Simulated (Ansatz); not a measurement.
# SiH4···F2Si: what the fields show

```xyz
8

Si   -0.7013   -1.1596    0.3772
Si    0.6525    1.9842   -0.1520
H     0.4362   -0.6515   -0.4460
F     0.5797    2.0690   -1.7513
F     2.2199    1.7201    0.0572
H    -0.4232   -0.8653    1.8038
H    -1.9430   -0.4727   -0.0542
H    -0.8210   -2.6243    0.1653
```

The product side of a reaction path; geometry: PBE0-D4/def2-TZVP.

The calculation used Ansatz 0.2.0, RKS PBE0-D4/def2-TZVPP.

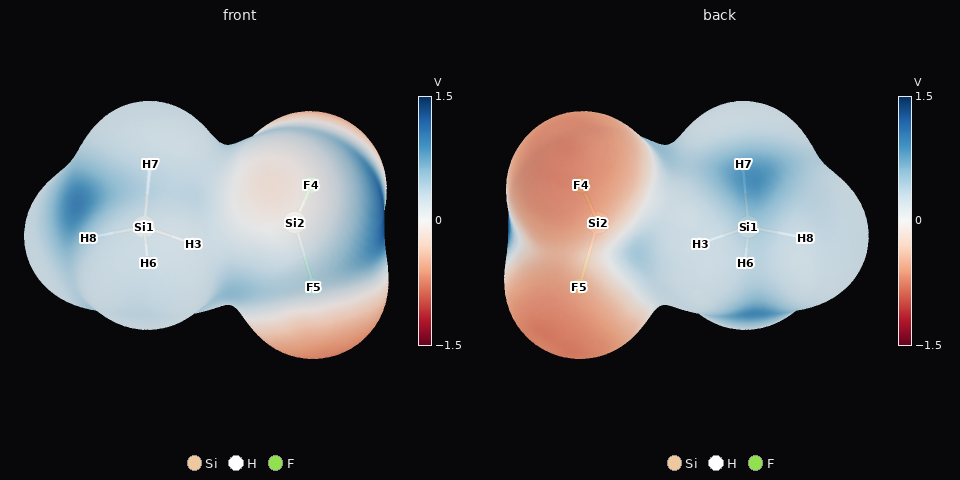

Figure 1. The electrostatic potential painted on the density surface at 0.001 e/bohr³, seen from the front and from behind; the colour scale runs from red (negative) to blue (positive).

Q: Where is the surface potential most negative and most positive?

A: The most negative region (about −0.8 V, or −18 kcal/mol for a unit charge) lies over F4 and F5, the most positive (about +1.3 V, or +30 kcal/mol for a unit charge) over Si2.

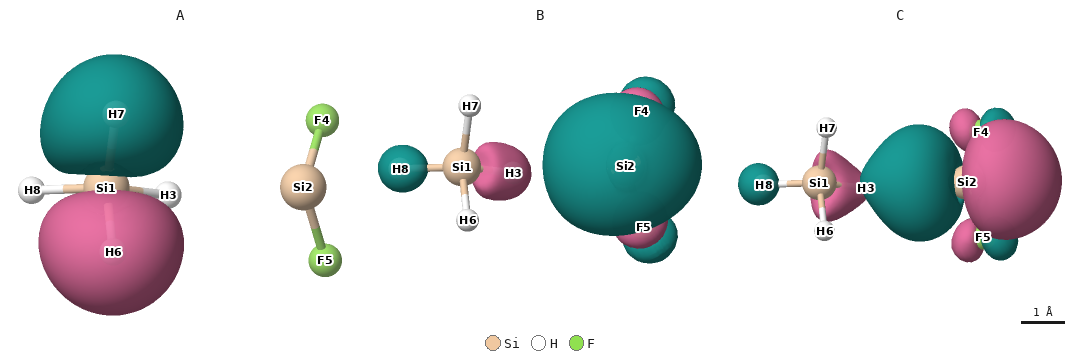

Figure 2. Three frontier orbitals at ±0.1 Å⁻³ᐟ² (teal and pink are the two phases), in no order.

Q: Which picture is the HOMO−1, the HOMO and the LUMO?

A: A is the HOMO−1 (−10.22 eV). By Hirshfeld shares it lies mainly on Si1 (about 45 %), H6 (about 30 %) and H7 (about 25 %). B is the HOMO (−8.02 eV). It lies mainly on Si2 (about 70 %), F4 (about 10 %) and F5 (about 10 %). C is the LUMO (−1.98 eV). Its weight (Hirshfeld) is mainly on Si2 (about 70 %), Si1 (about 10 %) and F5 (about 5 %).

Q: What is the HOMO–LUMO gap?

A: 6.04 eV between the orbital energies.

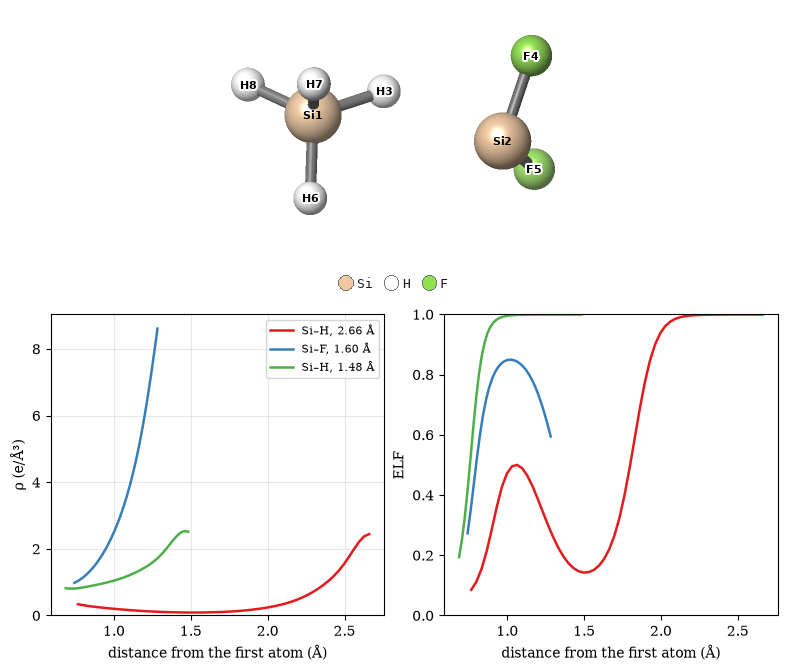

Figure 3. Electron density and electron localisation function along straight lines between neighbouring atoms. The curves leave out the atomic cores. The structure is drawn too.

Q: What can be read from the curves?

A: Si2···H3 (2.66 Å): the density falls to about 0.09 e/Å³ on the way; the ELF climbs to about 1 towards the hydrogen, as it does in any bond to H.
Si–F (1.60 Å): ρ at the midpoint is about 1.2 e/Å³; the ELF peaks at about 0.85 in the valence shell of F, 0.6 Å from its nucleus, and is about 0.50 at the midpoint.
Si–H (1.48 Å): ρ is about 0.81 e/Å³ halfway; the ELF climbs to about 1 towards the hydrogen.
